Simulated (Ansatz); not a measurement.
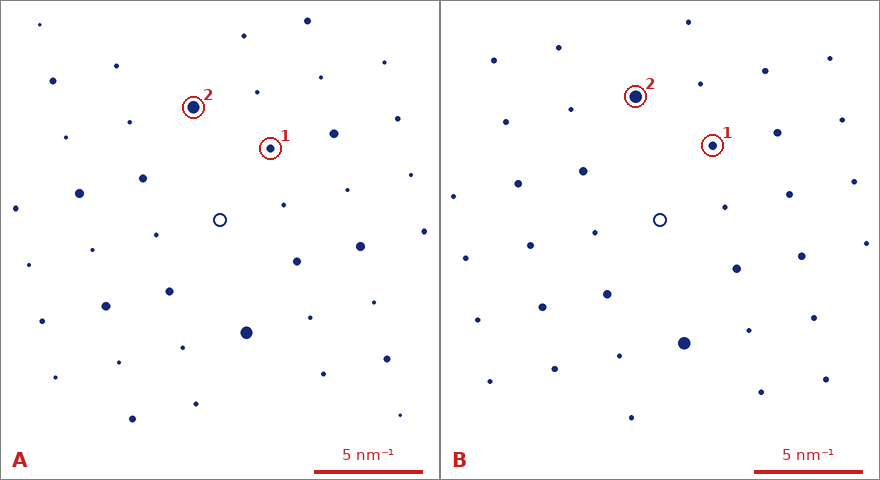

Kinematic electron diffraction patterns (120 kV, B = 0.5 Å², same scale) along [101] of the run's own cell, for the start and the end of one relaxation of ZnSiCl with DFT, PAW plane waves, pbe (Ansatz). k mesh 8×8×5. The start is a generated model structure, and the relaxation ends in the nearest stationary point of its symmetry, not necessarily the ground state. Spot 1 is -1 -1 1 and spot 2 is 0 -2 0 in both.

Start structure:

```
CELL_PARAMETERS angstrom
3.72365 0.00000 0.00000
0.00000 3.72365 0.00000
0.00000 0.00000 7.05483
ATOMIC_POSITIONS crystal
Zn 0.00000 0.50000 0.17100
Zn 0.50000 0.00000 0.82900
Si 0.00000 0.00000 0.00000
Si 0.50000 0.50000 0.00000
Cl 0.00000 0.50000 0.65000
Cl 0.50000 0.00000 0.35000
```

> Which pattern belongs to the start structure, and which to the relaxed one?

A is the start: its cell gives d(1) = 2.467 Å, d(2) = 1.862 Å and an angle of 48.5°. B is the relaxed structure, with d(1) = 2.363 Å (-4.2 %), d(2) = 1.714 Å (-8.0 %) and 46.4°.

> Name reflections whose intensity changes strongly on relaxation.

2 0 -2 goes from 0.39 to 8.8 % of the strongest spot; 2 1 -2 goes from 26 to 14 % of the strongest spot.

> Summarise the relaxation behind the change.

The volume changed by +27.9 % to 20.85 Å³ an atom; with the mean shift removed, the atoms moved by up to 0.42 Å relative to the cell (Zn most); the space group stayed P4/nmm (No. 129); the free energy fell by 730 meV an atom. Relaxed cell: a = 3.428 Å, b = 3.428 Å, c = 10.650 Å, α = 90.00°, β = 90.00°, γ = 90.00°.
